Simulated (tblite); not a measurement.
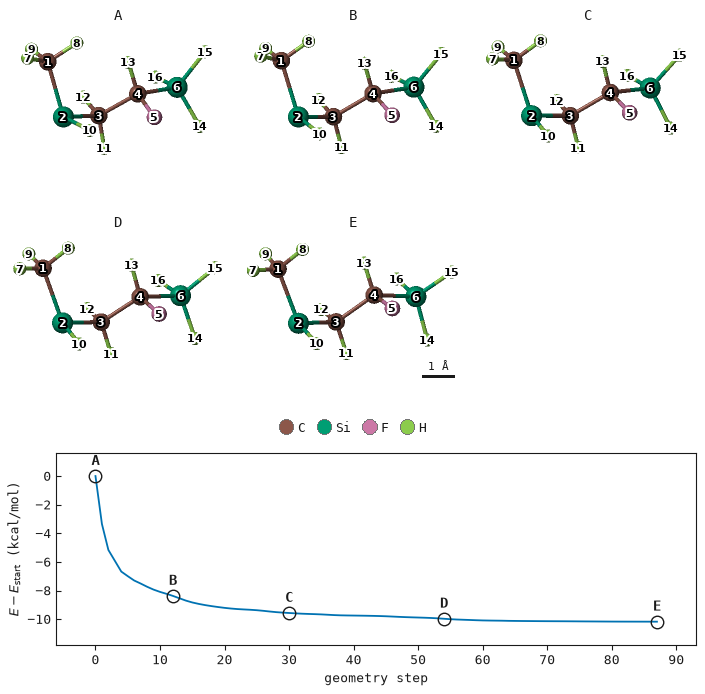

Frames of a relaxation of C$_{3}$H$_{10}$FSi$_{2}$ (multiplicity 2), marked on the history of the run. A ball-and-stick model, seen at a tilt.

Method: GFN2-xTB geometry optimisation, gas phase in tblite. 

Describe the path.

After 87 geometry steps the energy has fallen by 10.2 kcal/mol. The largest move after the best rigid fit is that of H15, 0.58 Å. By element the largest moves are H 0.58 Å, F 0.52 Å, C 0.22 Å, Si 0.21 Å. Near-neighbour distances that change, for instance: C4–Si6 1.846 → 1.922 Å, Si2–H10 1.503 → 1.462 Å, C1–H8 1.128 → 1.089 Å, C1–Si2 1.865 → 1.901 Å. Among the angles between lasting bonds that change: H11–C3–H12 114.6° → 107.1°, F5–C4–H13 111.2° → 104.5°, Si2–C3–C4 105.3° → 111.8°. Groups turn about C4–Si6 by about 25°. From step 0 to 12: H10 moves most (0.21 Å), energy −8.38 kcal/mol. From step 12 to 30: H10 moves most (0.22 Å), energy −1.19 kcal/mol. From step 30 to 54: H15 moves most (0.26 Å), energy −0.40 kcal/mol. From step 54 to 87: F and H atoms move most (0.18 Å), energy −0.20 kcal/mol.
